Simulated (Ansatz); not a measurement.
# V(100) with 4 thermally displaced layers, 2x2: scattering by thermal displacements, part 2 of 3

How much do lattice vibrations at 300 K scatter the electrons of V? Layers with random displacements are laid between perfect leads, and the resistance is followed against their length. The measured value for the pure metal at this temperature is 20.2 µΩ cm (CRC Handbook of Chemistry and Physics, 84th ed., 2003, Electrical Resistivity of Pure Metals).

Ansatz 0.2.0; Ansatz plane-wave DFT, PBE, PAW files; ballistic transport by layer matching (Landauer), zero bias; PAW set soft_1.

So far, open channels per spin nearest the Fermi level: step 2 (with 4 displaced layers) 10.0.

## 3. With 8 displaced layers

System of this step: V(100) with 8 thermally displaced layers, 2x2. The cell holds 72 atoms: 72 V. Its edges and angles: a = 6.052 Å, b = 6.052 Å, c = 27.234 Å, α = 90.0°, β = 90.0°, γ = 90.0°. It derives from V. Regions: lead, 40 atoms (40 V); scattering region, 32 atoms (32 V). The structure is stacked along c, and the current runs across the ab planes.

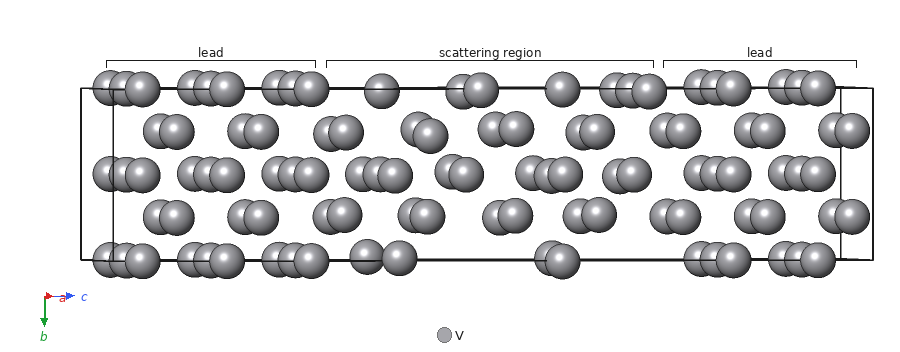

The cell of this step (vanadium grey). Some periodic images of atoms are drawn too.

Input file input.yaml:

```yaml
crystal:
  lattice:
    - [6.052, 0.0, 0.0]
    - [0.0, 6.052, 0.0]
    - [0.0, 0.0, 27.234]
  atoms:
    - { symbol: V, position: [0.0, 0.0, 0.0277777778] }
    - { symbol: V, position: [0.0, 0.5, 0.0277777778] }
    - { symbol: V, position: [0.5, 0.0, 0.0277777778] }
    - { symbol: V, position: [0.5, 0.5, 0.0277777778] }
    - { symbol: V, position: [0.25, 0.25, 0.0833333333] }
    - { symbol: V, position: [0.25, 0.75, 0.0833333333] }
    - { symbol: V, position: [0.75, 0.25, 0.0833333333] }
    - { symbol: V, position: [0.75, 0.75, 0.0833333333] }
    - { symbol: V, position: [0.0, 0.0, 0.1388888889] }
    - { symbol: V, position: [0.0, 0.5, 0.1388888889] }
    - { symbol: V, position: [0.5, 0.0, 0.1388888889] }
    - { symbol: V, position: [0.5, 0.5, 0.1388888889] }
    - { symbol: V, position: [0.25, 0.25, 0.1944444444] }
    - { symbol: V, position: [0.25, 0.75, 0.1944444444] }
    - { symbol: V, position: [0.75, 0.25, 0.1944444444] }
    - { symbol: V, position: [0.75, 0.75, 0.1944444444] }
    - { symbol: V, position: [0.0, 0.0, 0.25] }
    - { symbol: V, position: [0.0, 0.5, 0.25] }
    - { symbol: V, position: [0.5, 0.0, 0.25] }
    - { symbol: V, position: [0.5, 0.5, 0.25] }
    - { symbol: V, position: [0.273431652, 0.2671039394, 0.3065884462] }
    - { symbol: V, position: [0.2342848836, 0.7499420706, 0.3074528807] }
    - { symbol: V, position: [0.7332438648, 0.2551388673, 0.3067979354] }
    - { symbol: V, position: [0.7590525728, 0.7345996319, 0.3036431216] }
    - { symbol: V, position: [0.9943238228, 0.9847858233, 0.3661381826] }
    - { symbol: V, position: [0.9935502982, 0.5042785039, 0.3603637921] }
    - { symbol: V, position: [0.5205942869, 0.0171723137, 0.3629416088] }
    - { symbol: V, position: [0.4713416533, 0.500676677, 0.3630870815] }
    - { symbol: V, position: [0.2630572951, 0.241963642, 0.421932592] }
    - { symbol: V, position: [0.2328267761, 0.7413963175, 0.4193691215] }
    - { symbol: V, position: [0.7506379931, 0.276042661, 0.4172115195] }
    - { symbol: V, position: [0.7417648222, 0.7450894952, 0.4135130672] }
    - { symbol: V, position: [0.9833827833, 0.008198988, 0.4739018911] }
    - { symbol: V, position: [0.0168367366, 0.4901857693, 0.4771040325] }
    - { symbol: V, position: [0.4962623011, 0.0204763948, 0.4709713969] }
    - { symbol: V, position: [0.4904344721, 0.5032486515, 0.4752032985] }
    - { symbol: V, position: [0.2520940538, 0.2423847457, 0.5239014228] }
    - { symbol: V, position: [0.2317721479, 0.7565377784, 0.5306382182] }
    - { symbol: V, position: [0.747863222, 0.2360270558, 0.5303010193] }
    - { symbol: V, position: [0.7333474885, 0.7407259991, 0.5295726259] }
    - { symbol: V, position: [0.9707351774, 0.0050250348, 0.5816522916] }
    - { symbol: V, position: [0.0014212668, 0.4990154432, 0.5839174786] }
    - { symbol: V, position: [0.5090282418, 0.9901368161, 0.5874402151] }
    - { symbol: V, position: [0.5094434101, 0.5109733945, 0.58669999] }
    - { symbol: V, position: [0.2602431927, 0.2609778947, 0.6391073674] }
    - { symbol: V, position: [0.2314437049, 0.7482436342, 0.6366648596] }
    - { symbol: V, position: [0.7314961452, 0.253361378, 0.6372456835] }
    - { symbol: V, position: [0.7366065985, 0.736434966, 0.6396646603] }
    - { symbol: V, position: [0.0046648055, 0.0171995801, 0.6944042287] }
    - { symbol: V, position: [0.0135499302, 0.5182375363, 0.6977686204] }
    - { symbol: V, position: [0.4692373972, 0.0159799801, 0.6954260045] }
    - { symbol: V, position: [0.5055114735, 0.5048280991, 0.6955506783] }
    - { symbol: V, position: [0.25, 0.25, 0.75] }
    - { symbol: V, position: [0.25, 0.75, 0.75] }
    - { symbol: V, position: [0.75, 0.25, 0.75] }
    - { symbol: V, position: [0.75, 0.75, 0.75] }
    - { symbol: V, position: [0.0, 0.0, 0.8055555556] }
    - { symbol: V, position: [0.0, 0.5, 0.8055555556] }
    - { symbol: V, position: [0.5, 0.0, 0.8055555556] }
    - { symbol: V, position: [0.5, 0.5, 0.8055555556] }
    - { symbol: V, position: [0.25, 0.25, 0.8611111111] }
    - { symbol: V, position: [0.25, 0.75, 0.8611111111] }
    - { symbol: V, position: [0.75, 0.25, 0.8611111111] }
    - { symbol: V, position: [0.75, 0.75, 0.8611111111] }
    - { symbol: V, position: [0.0, 0.0, 0.9166666667] }
    - { symbol: V, position: [0.0, 0.5, 0.9166666667] }
    - { symbol: V, position: [0.5, 0.0, 0.9166666667] }
    - { symbol: V, position: [0.5, 0.5, 0.9166666667] }
    - { symbol: V, position: [0.25, 0.25, 0.9722222222] }
    - { symbol: V, position: [0.25, 0.75, 0.9722222222] }
    - { symbol: V, position: [0.75, 0.25, 0.9722222222] }
    - { symbol: V, position: [0.75, 0.75, 0.9722222222] }
kpoints:
  mp_grid: { grid: [4, 4, 1] }
hamiltonian:
  xc: pbe
  pseudopotentials: { kind: paw, azcp: { folder: soft_1 } }
scf:
  occupations: { method: fermi_dirac, width: 0.1 }
output:
  transmission: { leads: [[0, 4]], kmesh: [8, 8], e_range: [-0.05, 0.05], de: 0.05 }
  write_potential: true
  write_density: true
  volumetric_format: npy
```

Launch:

```
ansatz run input.yaml --threads 4 --pin off --max-ram 15360MiB --backend cpu --events-out ev --progress --plain --runs-dir out
```

Numbers of over 12 decimals in the logs are rounded to 6 here.

The log of the run:

```text
[...]
Crystal: 72 atoms, lattice volume = 997.492 Å³
Basis set: ecut = 420 eV, 19487 PW (Γ)
Bands: 562, of which v1, the nominal top of the filled ones, is band 468 counted from 1 (467 counted from 0)
Symmetry: 1 space group operations
[...]
k-points: 10 of 16 (time reversal used)
[...]
SCF iter   1: F=—  HF=-209712.489485 eV  |F-HF|=—  |Δ(HF+E_count)|=         —  Δρ=8.23e-2  dr2=9.23e1  ethr=3.10e-3  ⟨swp⟩=6.1  Hψ=20512  notcnv=0
[...]
SCF iter  10: F=-209693.668720 eV  HF=-209693.668720 eV  |F-HF|=4.26e-8  |Δ(HF+E_count)|=   3.41e-8  Δρ=1.63e-6  dr2=4.48e-8  ethr=1.07e-11  ⟨swp⟩=9.4  Hψ=13857  notcnv=0
SCF 1 converged in 10 iterations: F = -209693.668720 eV  dr2 = 4.48e-8
[...]
transmission: 117 of 1156 steps passed
transmission: 237 of 1156 steps passed
[...]
transmission: 1156 of 1156 steps passed
SCF converged after 10 iterations
Free energy (F): -209693.668720 eV
[...]
Internal energy: -209689.632104 eV  (E = F + TS)
E sigma→0 (E₀):  -209691.650412 eV
Entropy (-TS):   -4.036617 eV (-56.064 meV/atom)
Fermi energy:    16.071324 eV
[...]
--- Band table (eV; the first three rows and the last of 10) ---
  k-point 0: bands = [... 464 lower, 16.4413, 16.4425, 16.4478, 16.4491, 16.4531, 16.4645, 16.4833, 16.4879, ... 90 higher]
  k-point 1: bands = [... 464 lower, 16.2399, 16.2565, 16.2622, 16.2728, 16.2960, 16.3097, 16.3278, 16.3524, ... 90 higher]
  k-point 2: bands = [... 464 lower, 15.9807, 15.9920, 15.9960, 16.0005, 16.0078, 16.0142, 16.0257, 16.0327, ... 90 higher]
  k-point 9: bands = [... 464 lower, 15.5902, 15.5964, 15.6008, 15.6094, 15.6170, 15.6244, 15.6311, 15.6416, ... 90 higher]
--- Transmission ---
  basis      : 325 plane waves across, 34 finite elements along
  points     : 34, standing for a mesh of 8 x 8
[...]
channels       : 1.004688e1 a spin
[...]
junction   : crystal 0 to crystal 0, 0.70 to 26.42 Å
    transmission   : 5.674595e0 a spin
[...]
```

It took 16 min on 4 threads of Arm Neoverse V2, shared host; peak memory 9.7 GiB; 56 min of CPU time.

Numbers from this step:

```yaml
free_energy: -209693.6687 eV
energy_at_zero_smearing: -209691.6504 eV
fermi_energy: 16.07 eV
transmission_per_spin_nearest_the_fermi_level: 5.675
step_of_the_lead_s_potential: 0.9 meV
```

Per spin. The transmission, zone mean by energy, zero at the Fermi level:

| energy (eV) | transmission, zone mean |
| --- | --- |
| -0.0500 | 5.80 |
| 0.0000 | 5.67 |
| 0.0500 | 5.31 |

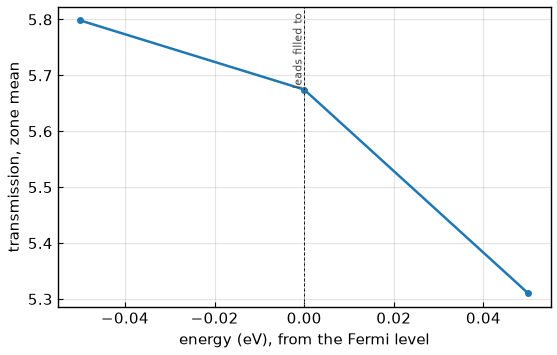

Transmission, zone mean against energy.

Over the solved energies the transmission per spin lies between 5.31 and 5.80, out of 9.90 channels of the lead on average (up to 10.4).

[end of part 2 of 3]

[Logs are printed without paths, hosts, clocks, repeated set-up lines and the standing remarks that a program may print on its own settings, such as how far it seeks lower states.]

[Hosts, paths, dates, database ids (printed as entryN), source tags and the programs' standing remarks are cut or masked in the printed files.]
